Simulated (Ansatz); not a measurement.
```xyz
11

C    -1.2009   -1.5977    0.1723
O    -0.9314   -0.4044   -0.5209
Mo    0.0151    1.1313   -0.1056
N     1.8880    0.8747   -0.4365
O    -0.5328    2.3784   -1.0772
S    -0.2428    1.5320    1.9602
H    -0.3192   -2.2460    0.1733
H    -1.4878   -1.3846    1.2067
H    -2.0193   -2.1146   -0.3341
H     2.5531    0.5627    0.2547
H     2.3433    1.2111   -1.2724
```

Geometry: PBE0-D4/def2-TZVP; core potentials replace the inner electrons of Mo.

Method: RKS PBE0-D4/def2-TZVPP in Ansatz 0.2.0.

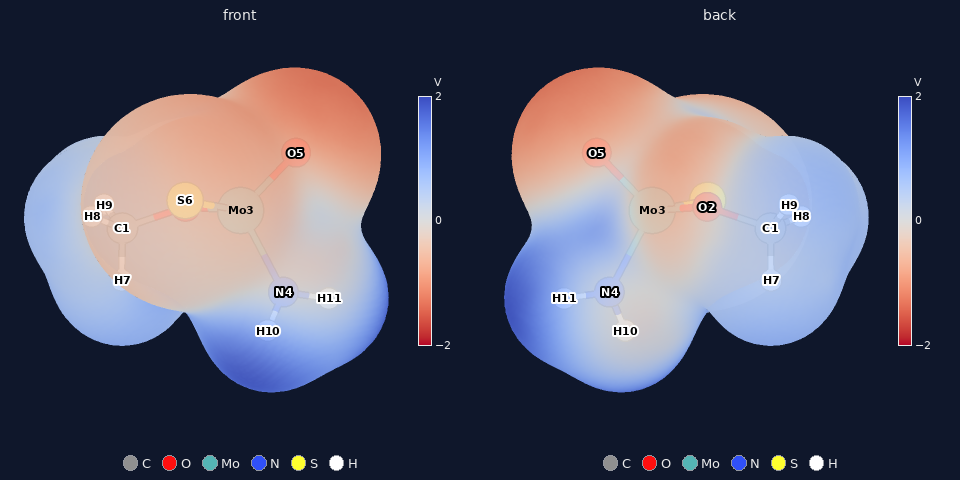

CH5MoNO2S. The molecular electrostatic potential painted on the density surface at 0.001 e/bohr³, seen from the front and from behind; the colour scale runs from red (negative) to blue (positive).

Q: Describe the electrostatic potential map.

A: The most negative region (about −1.2 V) lies over O5, the most positive (about +1.8 V) over H10 and H11. O5 is the likeliest acceptor of a hydrogen bond.
